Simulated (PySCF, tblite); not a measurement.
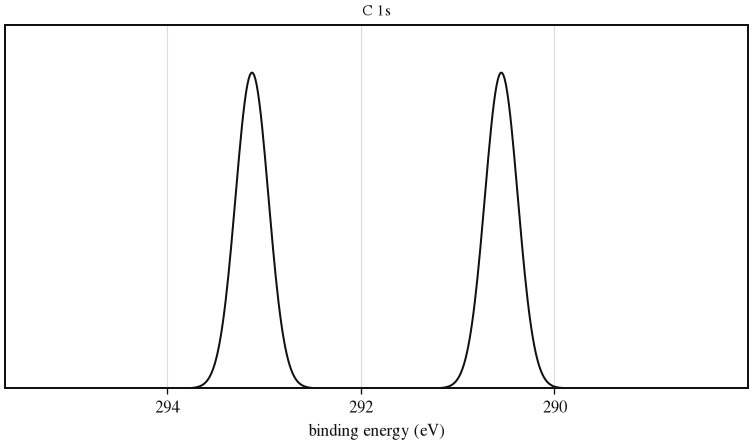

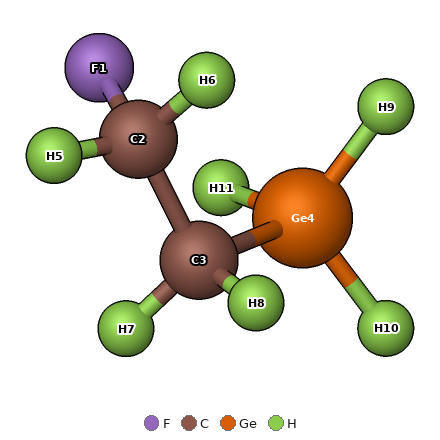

Simulated XPS of C₂H₇FGe, SMILES FC[CH2][GeH3], singlet. Vertical core-electron binding energies by ΔSCF (SCAN, pcX-2 on the ionised atom, pcseg-1 elsewhere, spin-free X2C; PySCF, at a GFN2-xTB geometry (a minimum by its frequencies)), gas phase, against the vacuum level. One atom of each kind was ionised; within a panel, areas follow the number of like atoms, Gaussians of 0.4 eV full width. Only the regions named are shown.

**Assign the components.**

| level | atoms | binding energy (eV) |
| --- | --- | --- |
| C 1s | C2 | 293.1 |
| C 1s | C3 | 290.5 |

**How large is the chemical shift across the C 1s region?**

2.6 eV, from C3 at 290.5 eV to C2 at 293.1 eV.

Caveats: one conformer of a flexible molecule; the tight-binding geometry is rougher than a DFT one and adds to the error.
